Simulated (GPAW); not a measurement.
# MnGaGe: cost and accuracy of all numerical settings together

Wanted: the cheapest choice of all numerical settings together that holds the magnetic results of MnGaGe.

Main program and level: GPAW 26.7.0; LDA; plane waves with GPAW's PAW setups, scalar-relativistic.

**1. Set-up**

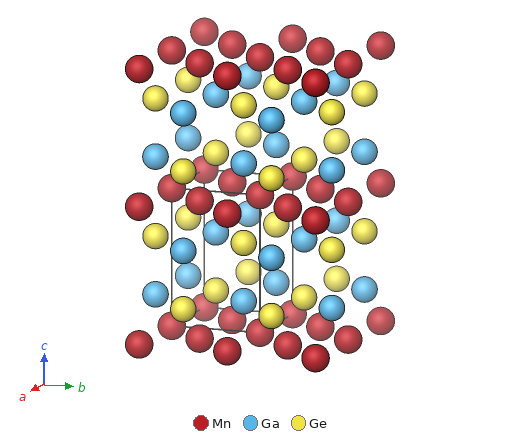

The cell as given, slightly off an axis (manganese red, gallium blue, germanium yellow). 2×2×2 cells are drawn. Some periodic images of atoms are drawn too.

The cell comes from a database of computed structures and need not be the stable phase.

**2. Rung 1 (280 eV, mesh 4×4×2), start ferro ++**

Several settings change at once from rung to rung, from a quick look to a careful run; the headings and inputs name them.

The input, order1.py:

```python
import json
import numpy as np
from ase import Atoms
from ase.parallel import paropen, parprint
from gpaw import GPAW

atoms = Atoms(['Mn', 'Mn', 'Ga', 'Ga', 'Ge', 'Ge'],
    cell=[[3.945957, 0.0, 0.0],
         [0.0, 3.945957, 0.0],
         [0.0, 0.0, 5.910882]],
    scaled_positions=[[0.0, 0.0, 0.0],
         [0.5, 0.5, 0.0],
         [0.0, 0.5, 0.703773],
         [0.5, 0.0, 0.296227],
         [0.0, 0.5, 0.280947],
         [0.5, 0.0, 0.719053]],
    pbc=True,
    magmoms=[3.5, 3.5, 0.0, 0.0, 0.0, 0.0])
atoms.calc = GPAW(mode={'name': 'pw', 'ecut': 280},
    xc='LDA',
    kpts={'size': (4, 4, 2), 'gamma': True},
    occupations={'name': 'fermi-dirac', 'width': 0.2},
    convergence={'density': 1e-05, 'energy': 1e-05},
    maxiter=200,
    symmetry={'tolerance': 1e-4},
    txt='order1.txt')
e = atoms.get_potential_energy(force_consistent=True)
res = {'free_energy': e, 'energy_sigma0': atoms.get_potential_energy(), 'fermi_energy': atoms.calc.get_fermi_level()}
res['moments'] = atoms.get_magnetic_moments().tolist()
res['total'] = atoms.get_magnetic_moment()
parprint('site moments (muB):', np.round(res['moments'], 3))
parprint(f"total moment: {res['total']:.3f} muB")
parprint(f'free energy: {e:.6f} eV')
atoms.calc.write('order1.gpw')
with paropen('results.json', 'w') as f:
    json.dump(res, f)
```

Started as:

```console
$ OMP_NUM_THREADS=1 mpirun -n 2 gpaw python order1.py > order1.log
```

Numbers of over 12 decimals in the logs are rounded to 6 here.

Log:

```text
site moments (muB): [ 1.829  1.829 -0.026 -0.026 -0.034 -0.034]
total moment: 3.622 muB
free energy: -39.718841 eV

--- order1.txt ---
Input parameters:
  mode=PW(ecut=280),
  convergence={'density': 1e-05, 'energy': 1e-05},
  kpts=MonkhorstPack(size=(4, 4, 2), gamma=True),
  maxiter=200,
  occupations=Occupations(name='fermi-dirac', width=0.2),
  symmetry=Symmetry(tolerance=0.0001),
  xc=XC(name='LDA')

Diagonalizing LCAO Hamiltonian
Converting LCAO to pw mode
   .---------.
  /|         |
 * |         |
 |Ga         |
 | |  Ge     |
 | |         |
 |Ge         |
 | .--Ga-----.
 |/    Mn   /
 Mn--------*

Atoms  # Å, Bohr magnetons
|   | symbol |        x |        y |        z |    initial magnetic moments |
|---|--------|----------|----------|----------|-----------------------------|
| 0 |     Mn | 0.000000 | 0.000000 | 0.000000 | ( 0.0000,  0.0000,  3.5000) |
| 1 |     Mn | 1.972978 | 1.972978 | 0.000000 | ( 0.0000,  0.0000,  3.5000) |
| 2 |     Ga | 0.000000 | 1.972978 | 4.159919 | ( 0.0000,  0.0000,  0.0000) |
| 3 |     Ga | 1.972978 | 0.000000 | 1.750963 | ( 0.0000,  0.0000,  0.0000) |
| 4 |     Ge | 0.000000 | 1.972978 | 1.660645 | ( 0.0000,  0.0000,  0.0000) |
| 5 |     Ge | 1.972978 | 0.000000 | 4.250237 | ( 0.0000,  0.0000,  0.0000) |

Unit cell  # Å
| periodic |        x |        y |        z |  lengths |    angles |
|----------|----------|----------|----------|----------|-----------|
|      yes | 3.945957 | 0.000000 | 0.000000 | 3.945957 | 90.000000 |
|      yes | 0.000000 | 3.945957 | 0.000000 | 3.945957 | 90.000000 |
|      yes | 0.000000 | 0.000000 | 5.910882 | 5.910882 | 90.000000 |

Number of symmetries: 8

BZ-sampling:
  Number of BZ points: 32
  Number of IBZ points: 12

  Monkhorst-Pack size: [4, 4, 2]
  Monkhorst-Pack shift: [0.125, 0.125, 0.25]

Plane wave coefficients: 986
Cutoff: 280.0 eV

Spin-components: 2 (collinear spins)
Bands:           35
Projectors:      32
Spin-degeneracy: 1
Datatype:        complex128

Parallelization:
  kpt:    2
  domain: 1
  band:   1

Density:
  Valence electrons: 44.0
  Components: 2
  Grid points: [16 16 24]
  Charge: 0.0  # |e|

Potential:
  Grid points: [16 16 24]

[... setups left out ...]
Reference energy: -282562.691582  # eV

eigensolver:
  PPCG
  Converge bands: occupied
  niter=2

density mixing:
  MSR1-Mixer
  Pratt-step length: 0.05
  Maximum mixing coefficient: 0.75
  Old densities: 10
  SVD Regularization: 0.005
  Good broyden scale: 1.0
  Trust region scale: 1.0
  Backstep threshold: 4.0
  History deletion threshold: 6.0
  Fourier metric: weight=20.0, sigma=0.015

occupation numbers:
  Fermi-Dirac:
    width: 0.2000  # eV

poisson solver:
  ecut: 2240.0  # eV

xc functional:
  name: None

convergence criteria:
- Maximum integral of absolute [dens]ity change: 1e-05 electrons / valence electron
- Maximum [total energy] change in last 3 cyles: 1e-05 eV / valence electron
- Maximum integral of absolute [eigenst]ate change: 4e-08 eV^2 / valence electron
maximum number of iterations: 200

SCF iterations
|iter     |      energy | eigst |  dens |  magmom |
|---------|-------------|-------|-------|---------|
|iter:   1|       0s |  -40.663013 | +0.10 |       |  +7.0157|
|iter:   2|       1s |  -39.689448 | -1.66 | -0.84 |  +6.8960|
|iter:   3|       2s |  -39.266954 | -1.81 | -0.97 |  +6.5242|
|iter:   4|       2s |  -39.318685 | -2.65 | -1.15 |  +5.7697|
|iter:   5|       3s |  -39.413636 | -2.90 | -1.38 |  +4.9442|
|iter:   6|       4s |  -39.785814 | -2.24 | -1.71 |  +4.5620|
|iter:   7|       5s |  -39.457544 | -2.26 | -1.27 |  +4.2307|
|iter:   8|       6s |  -39.463739 | -3.38 | -1.83 |  +3.8191|
|iter:   9|       6s |  -39.465013 | -3.81 | -2.01 |  +3.7042|
|iter:  10|       7s |  -39.462592 | -4.37 | -2.52 |  +3.5960|
|iter:  11|       8s |  -39.462471 | -5.92 | -3.14 |  +3.6138|
|iter:  12|       9s |  -39.462361c| -6.97 | -3.62 |  +3.6201|
|iter:  13|       9s |  -39.462310c| -7.77c| -4.16 |  +3.6221|
|iter:  14|      10s |  -39.462305c| -7.99c| -4.79 |  +3.6224|
|iter:  15|      10s |  -39.462305c| -8.86c| -5.30c|  +3.6224|

Converged in 15 steps
Energy contributions relative to reference atoms: (reference = -282562.691582)

Energy contributions:
  Kinetic:          50.691566
  Coulomb:         -41.221429
  Zero:              0.406819
  External:          0.000000
  Xc:              -49.082726
  Entropy:          -0.513071
  Spinorbit:         0.000000
  ----------------------------
  Free energy:     -39.718841
  Extrapolated:    -39.462305

dipole moment: (-31.982643, -31.982643, -26.669036)  # |e|*Ang

Total magnetic moment: (0.000000, 0.000000, 3.622403)

Local magnetic moments
|        x |        y |         z |
|----------|----------|-----------|
| 0.000000 | 0.000000 |  1.829077 |  # Mn   0
| 0.000000 | 0.000000 |  1.828894 |  # Mn   1
| 0.000000 | 0.000000 | -0.025926 |  # Ga   2
| 0.000000 | 0.000000 | -0.025926 |  # Ga   3
| 0.000000 | 0.000000 | -0.033720 |  # Ge   4
| 0.000000 | 0.000000 | -0.033720 |  # Ge   5

Fermi level: 8.170
Eigenvalues  # (at kpt = [0.000, 0.000, 0.000])
| band index |      eig [eV] | occ [0-1] |      eig [eV] | occ [0-1] |
|------------|---------------|-----------|---------------|-----------|
|          0 |       -71.049 |     1.000 |       -69.094 |     1.000 |
|        ... |               |           |               |           |
|         15 |         5.532 |     1.000 |         5.580 |     1.000 |
|         16 |         5.532 |     1.000 |         6.129 |     1.000 |
|         17 |         5.702 |     1.000 |         6.564 |     1.000 |
|         18 |         6.486 |     1.000 |         7.472 |     0.970 |
|         19 |         6.745 |     0.999 |         7.714 |     0.907 |
|         20 |         7.000 |     0.997 |         7.908 |     0.788 |
|         21 |         7.000 |     0.997 |         8.629 |     0.092 |
|         22 |         7.500 |     0.966 |         8.629 |     0.092 |
|         23 |         7.633 |     0.936 |         9.640 |     0.001 |
|         24 |         8.580 |     0.114 |        10.031 |     0.000 |
|         25 |        10.909 |     0.000 |        11.708 |     0.000 |
|         26 |        10.909 |     0.000 |        11.708 |     0.000 |
|         27 |        12.050 |     0.000 |        12.647 |     0.000 |
|         28 |        12.074 |     0.000 |        12.741 |     0.000 |
|         29 |        13.106 |     0.000 |        13.322 |     0.000 |
|        ... |               |           |               |           |
|         34 |        14.524 |     0.000 |        14.603 |     0.000 |

No gap
No difference between direct/indirect transitions
```

It took 14 s on 2 MPI ranks of Arm Neoverse V1, shared host; peak memory 0.35 GiB; 28 s of CPU time.

Spin moment in the augmentation sphere by atom:

```
atom  spin moment in the augmentation sphere (μB)
 Mn1                                         1.83
 Mn2                                         1.83
 Ga3                                        -0.03
 Ga4                                        -0.03
 Ge5                                        -0.03
 Ge6                                        -0.03
```

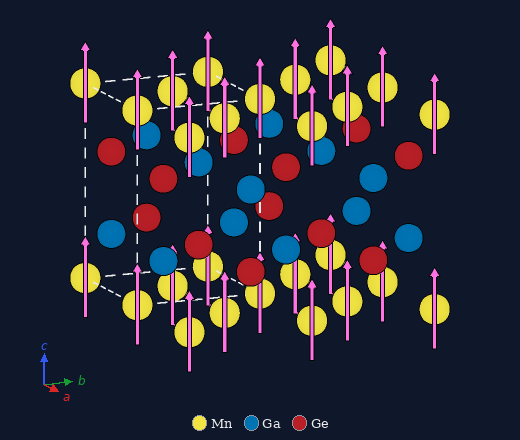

Spin moment in the augmentation sphere as arrows, the longest 1.83 μB. Up and down stand for the sign. Arrows give size and sign along the axis of quantisation, drawn up and down the page. 2×2×1 cells are drawn. Some periodic images of atoms are drawn too.

This step gave:

```yaml
magnetization: 3.622 μB
final_state: ferromagnetic
```

After 15 cycles the largest moment stands at 1.83 μB.

**3. Rung 1 (280 eV, mesh 4×4×2), start antiferro +-**

The second start gives the energy difference between the two end states, the quantity that is followed up the ladder.

order2.py is the script of step 2 with these lines changed:

```diff
@@ -17,3 +17,3 @@
     pbc=True,
-    magmoms=[3.5, 3.5, 0.0, 0.0, 0.0, 0.0])
+    magmoms=[3.5, -3.5, 0.0, 0.0, 0.0, 0.0])
 atoms.calc = GPAW(mode={'name': 'pw', 'ecut': 280},
@@ -25,3 +25,3 @@
     symmetry={'tolerance': 1e-4},
-    txt='order1.txt')
+    txt='order2.txt')
 e = atoms.get_potential_energy(force_consistent=True)
@@ -33,3 +33,3 @@
 parprint(f'free energy: {e:.6f} eV')
-atoms.calc.write('order1.gpw')
+atoms.calc.write('order2.gpw')
 with paropen('results.json', 'w') as f:
```

Started as:

```console
$ OMP_NUM_THREADS=1 mpirun -n 2 gpaw python order2.py > order2.log
```

Log:

```text
site moments (muB): [ 1.983 -1.983  0.     0.    -0.    -0.   ]
total moment: 0.000 muB
free energy: -39.601442 eV

--- order2.txt ---
Input parameters:
  mode=PW(ecut=280),
  convergence={'density': 1e-05, 'energy': 1e-05},
  kpts=MonkhorstPack(size=(4, 4, 2), gamma=True),
  maxiter=200,
  occupations=Occupations(name='fermi-dirac', width=0.2),
  symmetry=Symmetry(tolerance=0.0001),
  xc=XC(name='LDA')

Diagonalizing LCAO Hamiltonian
Converting LCAO to pw mode
   .---------.
  /|         |
 * |         |
 |Ga         |
 | |  Ge     |
 | |         |
 |Ge         |
 | .--Ga-----.
 |/    Mn   /
 Mn--------*

Atoms  # Å, Bohr magnetons
|   | symbol |        x |        y |        z |    initial magnetic moments |
|---|--------|----------|----------|----------|-----------------------------|
| 0 |     Mn | 0.000000 | 0.000000 | 0.000000 | ( 0.0000,  0.0000,  3.5000) |
| 1 |     Mn | 1.972978 | 1.972978 | 0.000000 | ( 0.0000,  0.0000, -3.5000) |
| 2 |     Ga | 0.000000 | 1.972978 | 4.159919 | ( 0.0000,  0.0000,  0.0000) |
| 3 |     Ga | 1.972978 | 0.000000 | 1.750963 | ( 0.0000,  0.0000,  0.0000) |
| 4 |     Ge | 0.000000 | 1.972978 | 1.660645 | ( 0.0000,  0.0000,  0.0000) |
| 5 |     Ge | 1.972978 | 0.000000 | 4.250237 | ( 0.0000,  0.0000,  0.0000) |

Number of symmetries: 8

BZ-sampling:
  Number of BZ points: 32
  Number of IBZ points: 12

  Monkhorst-Pack size: [4, 4, 2]
  Monkhorst-Pack shift: [0.125, 0.125, 0.25]

Plane wave coefficients: 986
Cutoff: 280.0 eV

Spin-components: 2 (collinear spins)
Bands:           31
Projectors:      32
Spin-degeneracy: 1
Datatype:        complex128

Parallelization:
  kpt:    2
[...]
|iter:  14|       9s |  -39.308404c| -8.50c| -5.03c|  +0.0000|

Converged in 14 steps
Energy contributions relative to reference atoms: (reference = -282562.691582)

Energy contributions:
  Kinetic:          53.977771
  Coulomb:         -43.871673
  Zero:              0.399640
  External:          0.000000
  Xc:              -49.521104
  Entropy:          -0.586077
  Spinorbit:         0.000000
  ----------------------------
  Free energy:     -39.601442
  Extrapolated:    -39.308404

dipole moment: (-31.981430, -31.981430, -26.655457)  # |e|*Ang

Total magnetic moment: (0.000000, 0.000000, 0.000000)

Local magnetic moments
|        x |        y |         z |
|----------|----------|-----------|
| 0.000000 | 0.000000 |  1.983344 |  # Mn   0
| 0.000000 | 0.000000 | -1.983344 |  # Mn   1
| 0.000000 | 0.000000 |  0.000000 |  # Ga   2
| 0.000000 | 0.000000 |  0.000000 |  # Ga   3
| 0.000000 | 0.000000 | -0.000000 |  # Ge   4
| 0.000000 | 0.000000 | -0.000000 |  # Ge   5

Fermi level: 8.145
Eigenvalues  # (at kpt = [0.000, 0.000, 0.000])
| band index |      eig [eV] | occ [0-1] |      eig [eV] | occ [0-1] |
|------------|---------------|-----------|---------------|-----------|
|          0 |       -71.100 |     1.000 |       -71.100 |     1.000 |
|        ... |               |           |               |           |
|         15 |         5.573 |     1.000 |         5.573 |     1.000 |
|         16 |         5.782 |     1.000 |         5.782 |     1.000 |
|         17 |         5.815 |     1.000 |         5.815 |     1.000 |
|         18 |         6.556 |     1.000 |         6.556 |     1.000 |
[...]
|         27 |        12.399 |     0.000 |        12.399 |     0.000 |
|         28 |        12.497 |     0.000 |        12.497 |     0.000 |
|         29 |        13.187 |     0.000 |        13.187 |     0.000 |
|         30 |        13.187 |     0.000 |        13.187 |     0.000 |

No gap
No difference between direct/indirect transitions
```

Run time: 12 s. Hardware: 2 MPI ranks; peak memory 0.35 GiB.

Spin moment in the augmentation sphere by atom:

```
atom  spin moment in the augmentation sphere (μB)
 Mn1                                         1.98
 Mn2                                        -1.98
 Ga3                                         0.00
 Ga4                                         0.00
 Ge5                                         0.00
 Ge6                                         0.00
```

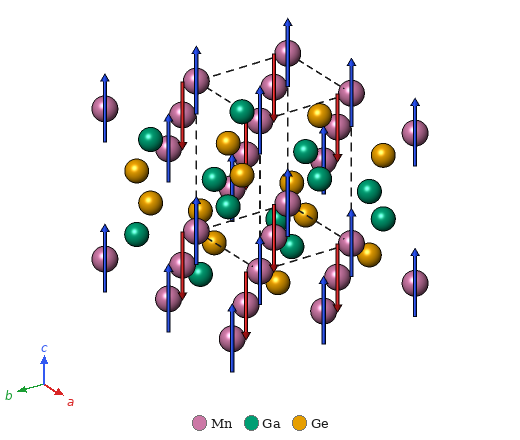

Spin moment in the augmentation sphere as arrows, the longest 1.98 μB. Up and down stand for the sign. Arrows give size and sign along the axis of quantisation, drawn up and down the page. The two directions have two colours. 2×2×1 cells are drawn. Some periodic images of atoms are drawn too.

This step gave:

- magnetization: 0 μB
- final state: antiferromagnetic

This start lies +58.7 meV a seeded atom from the first; its largest moment is 1.98 μB.

**4. Rung 2 (380 eV, mesh 4×4×4), start ferro ++**

order1.py is the script of step 2 with these lines changed:

```diff
@@ -18,6 +18,6 @@
     magmoms=[3.5, 3.5, 0.0, 0.0, 0.0, 0.0])
-atoms.calc = GPAW(mode={'name': 'pw', 'ecut': 280},
+atoms.calc = GPAW(mode={'name': 'pw', 'ecut': 380},
     xc='LDA',
-    kpts={'size': (4, 4, 2), 'gamma': True},
-    occupations={'name': 'fermi-dirac', 'width': 0.2},
+    kpts={'size': (4, 4, 4), 'gamma': True},
+    occupations={'name': 'fermi-dirac', 'width': 0.15},
     convergence={'density': 1e-05, 'energy': 1e-05},
```

Started as:

```console
$ OMP_NUM_THREADS=1 mpirun -n 2 gpaw python order1.py > order1.log
```

Log:

```text
site moments (muB): [ 1.831  1.831 -0.028 -0.028 -0.036 -0.036]
total moment: 3.607 muB
free energy: -39.859084 eV

--- order1.txt ---
Input parameters:
  mode=PW(ecut=380),
  convergence={'density': 1e-05, 'energy': 1e-05},
  kpts=MonkhorstPack(size=(4, 4, 4), gamma=True),
  maxiter=200,
  occupations=Occupations(name='fermi-dirac', width=0.15),
  symmetry=Symmetry(tolerance=0.0001),
  xc=XC(name='LDA')

[...]
|         18 |         6.512 |     1.000 |         7.454 |     0.994 |
[...]
|         27 |        12.028 |     0.000 |        12.645 |     0.000 |
|         28 |        12.080 |     0.000 |        12.728 |     0.000 |
|         29 |        13.101 |     0.000 |        13.311 |     0.000 |
|        ... |               |           |               |           |
|         34 |        14.519 |     0.000 |        14.597 |     0.000 |

No gap
No difference between direct/indirect transitions

[key lines of the parts left out:]
Free energy:     -39.859084
Converged in 14 steps
dipole moment: (-31.983706, -31.983706, -26.679967)  # |e|*Ang
Fermi level: 8.222
```

The job ended after 30 s (2 MPI ranks; peak memory 0.39 GiB).

Read from the output:

- magnetization: 3.607 μB
- final state: ferromagnetic
- largest moment: 1.831 μB

The largest moment is that of rung 1, at 2.1 times its CPU time.

**5. Rung 2 (380 eV, mesh 4×4×4), start antiferro +-**

order2.py is the script of step 3 with these lines changed:

```diff
@@ -18,6 +18,6 @@
     magmoms=[3.5, -3.5, 0.0, 0.0, 0.0, 0.0])
-atoms.calc = GPAW(mode={'name': 'pw', 'ecut': 280},
+atoms.calc = GPAW(mode={'name': 'pw', 'ecut': 380},
     xc='LDA',
-    kpts={'size': (4, 4, 2), 'gamma': True},
-    occupations={'name': 'fermi-dirac', 'width': 0.2},
+    kpts={'size': (4, 4, 4), 'gamma': True},
+    occupations={'name': 'fermi-dirac', 'width': 0.15},
     convergence={'density': 1e-05, 'energy': 1e-05},
```

Started as:

```console
$ OMP_NUM_THREADS=1 mpirun -n 2 gpaw python order2.py > order2.log
```

Log:

```text
site moments (muB): [ 2.103 -2.103  0.     0.     0.     0.   ]
total moment: -0.000 muB
free energy: -39.679636 eV

--- order2.txt ---
Input parameters:
  mode=PW(ecut=380),
  convergence={'density': 1e-05, 'energy': 1e-05},
  kpts=MonkhorstPack(size=(4, 4, 4), gamma=True),
  maxiter=200,
  occupations=Occupations(name='fermi-dirac', width=0.15),
  symmetry=Symmetry(tolerance=0.0001),
  xc=XC(name='LDA')

[...]
|         17 |         5.804 |     1.000 |         5.804 |     1.000 |
|         18 |         6.528 |     1.000 |         6.528 |     1.000 |
[...]
|         27 |        12.410 |     0.000 |        12.410 |     0.000 |
|         28 |        12.494 |     0.000 |        12.494 |     0.000 |
|         29 |        13.176 |     0.000 |        13.176 |     0.000 |
|         30 |        13.176 |     0.000 |        13.176 |     0.000 |

No gap
No difference between direct/indirect transitions

[key lines of the parts left out:]
Free energy:     -39.679636
Converged in 15 steps
dipole moment: (-31.982037, -31.982037, -26.657811)  # |e|*Ang
Fermi level: 8.142
```

Run time: 29 s. Hardware: 2 MPI ranks; peak memory 0.38 GiB.

This step gave:

- magnetization: 0 μB
- final state: antiferromagnetic
- largest moment: 2.103 μB

This start lies +89.7 meV a seeded atom from the first, a change of +31.0 meV since rung 1; its largest moment is 2.10 μB.

**6. Rung 3 (500 eV, mesh 6×6×6), start ferro ++**

order1.py is the script of step 4 with these lines changed:

```diff
@@ -18,6 +18,6 @@
     magmoms=[3.5, 3.5, 0.0, 0.0, 0.0, 0.0])
-atoms.calc = GPAW(mode={'name': 'pw', 'ecut': 380},
+atoms.calc = GPAW(mode={'name': 'pw', 'ecut': 500},
     xc='LDA',
-    kpts={'size': (4, 4, 4), 'gamma': True},
-    occupations={'name': 'fermi-dirac', 'width': 0.15},
+    kpts={'size': (6, 6, 6), 'gamma': True},
+    occupations={'name': 'fermi-dirac', 'width': 0.1},
     convergence={'density': 1e-05, 'energy': 1e-05},
```

Started as:

```console
$ OMP_NUM_THREADS=1 mpirun -n 2 gpaw python order1.py > order1.log
```

Log:

```text
site moments (muB): [ 1.893  1.893 -0.026 -0.026 -0.035 -0.035]
total moment: 3.754 muB
free energy: -39.820961 eV

--- order1.txt ---
Input parameters:
  mode=PW(ecut=500),
  convergence={'density': 1e-05, 'energy': 1e-05},
  kpts=MonkhorstPack(size=(6, 6, 6), gamma=True),
  maxiter=200,
  occupations=Occupations(name='fermi-dirac', width=0.1),
  symmetry=Symmetry(tolerance=0.0001),
  xc=XC(name='LDA')

[...]
|         18 |         6.485 |     1.000 |         7.453 |     1.000 |
[...]
|         27 |        12.005 |     0.000 |        12.659 |     0.000 |
|         28 |        12.069 |     0.000 |        12.734 |     0.000 |
|         29 |        13.093 |     0.000 |        13.313 |     0.000 |
|        ... |               |           |               |           |
|         34 |        14.516 |     0.000 |        14.603 |     0.000 |

No gap
No difference between direct/indirect transitions

[key lines of the parts left out:]
Free energy:     -39.820961
Converged in 17 steps
dipole moment: (-31.983318, -31.983318, -26.676941)  # |e|*Ang
Fermi level: 8.261
```

Elapsed: 96 s, on 2 MPI ranks; peak memory 0.5 GiB; 3.2 min of CPU time.

Numbers from this step:

* magnetization: 3.754 μB
* final state: ferromagnetic
* largest moment: 1.893 μB

The largest moment moves by +0.06 μB from rung 2, at 3.2 times its CPU time.

[end of part 1 of 2]

[Logs and program files are shortened in this print: banners, set-up blocks, solver, clock and traceback lines can be left out without a mark of their own.]

[Logs are printed without paths, hosts, clocks, repeated set-up lines and the standing remarks that a program may print on its own settings, such as how far it seeks lower states.]

[Hosts, paths, dates, database ids (printed as entryN), source tags and the programs' standing remarks are cut or masked in the printed files.]

[Where a cell is said to come from a database of computed structures, the database is the Materials Project.]
